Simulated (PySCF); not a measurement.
```xyz
2

W     0.0000    0.0000   -0.7953
Br    0.0000    0.0000    1.8537
```

Core potentials replace the inner electrons of W.

Theory: PySCF, PBE0/def2-TZVPPD, non-relativistic Hamiltonian with scalar-relativistic core potentials where named, at a bond length of 2.649 Å.

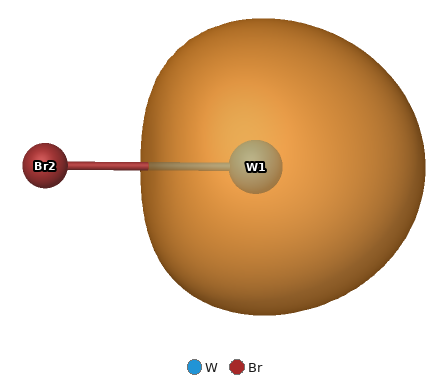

WBr (charge −1, septet). Isosurface of the spin density at +0.04 e/Å³ (orange), seen from one side.

### Where is the unpaired spin?

The unpaired spin (6 electrons) lies mostly on W1 (about 5.8) and Br2 (about 0.2), in electrons by Hirshfeld's partition.
